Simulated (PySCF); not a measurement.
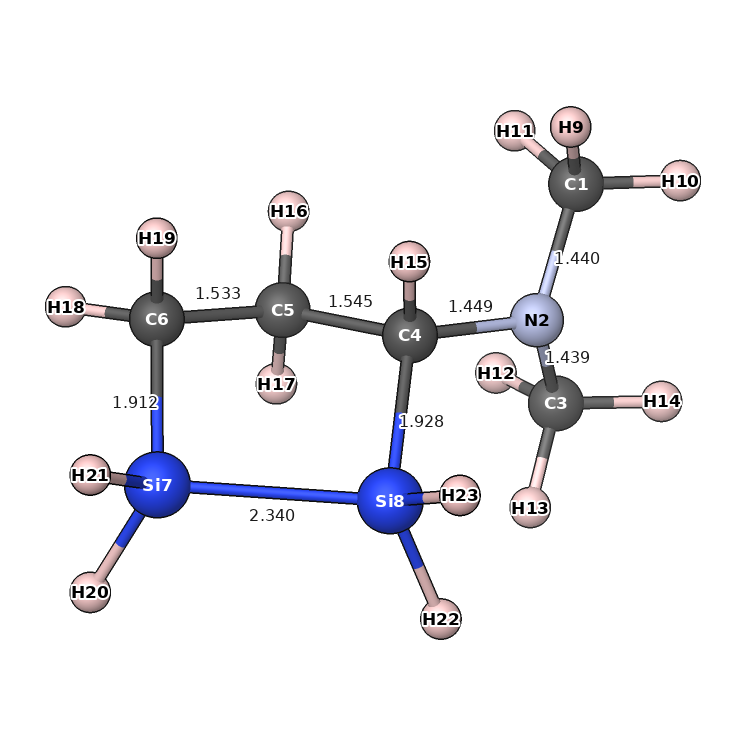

Bond lengths are marked in Å; every bond is drawn as one stick. The computed structure is the end point of a PBE0-D3(BJ)/def2-SVP optimisation. No frequency run is at hand to confirm it as a minimum.

Which of the marked bonds are single, double, triple or aromatic?

Answer. C1–N2 single; N2–C3 single; N2–C4 single; C4–C5 single; C4–Si8 single; C5–C6 single; C6–Si7 single; Si7–Si8 single.

Write the SMILES.

Answer. CN(C)[C@H]1CC[SiH2][SiH2]1
